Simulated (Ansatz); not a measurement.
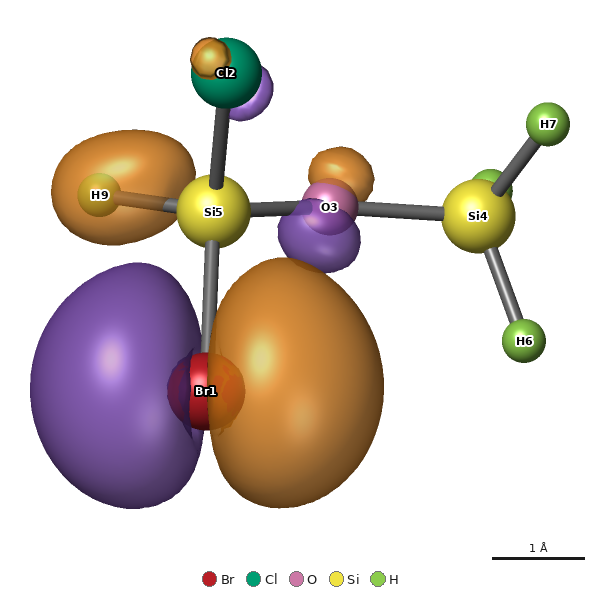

Figure. BrClH$_{4}$OSi$_{2}$. The HOMO−1 at ±0.1 Å⁻³ᐟ² (orange and purple are the two phases), seen at a tilt.

Geometry: B3LYP/6-31G*.

Level of theory: isolated molecule in a Gaussian basis; Kohn-Sham density functional theory, functional PBE0 (Ansatz).

The calculation's input:

```
crystal:
  periodic: [false, false, false]
  atoms:
    - symbol: Br
      position_ang: [0.424623, 1.262185, -3.330996]
    - symbol: Cl
      position_ang: [1.152120, 2.084575, -0.006392]
    - symbol: O
      position_ang: [0.399872, -0.734221, -0.845489]
    - symbol: Si
      position_ang: [-0.997373, -1.522392, -0.384786]
    - symbol: Si
      position_ang: [1.242640, 0.543669, -1.380516]
    - symbol: H
      position_ang: [-1.943227, -1.572042, -1.526492]
    - symbol: H
      position_ang: [-1.622144, -0.810313, 0.756929]
    - symbol: H
      position_ang: [-0.615103, -2.895736, 0.019501]
    - symbol: H
      position_ang: [2.651967, 0.171158, -1.569117]
basis:
  gaussian:
    orbitals: def2-SVPD
magnetization:
  spin_polarized: false
  initial_magnetization: 0
hamiltonian:
  xc: {name: PBE0}
output: {forces: true, orbitals: {seedname: orbitals}}
```

Command:

```sh
ansatz run input.yaml --threads 2 --pin off --max-ram 4350MiB --events-out events.jsonl --progress --plain --runs-dir runs
```

Question: Where does this orbital lie, and at what energy?

Answer: By Hirshfeld shares it lies mainly on Br1 (about 85 %); largely a lone pair of Br1. Its energy is −8.85 eV.
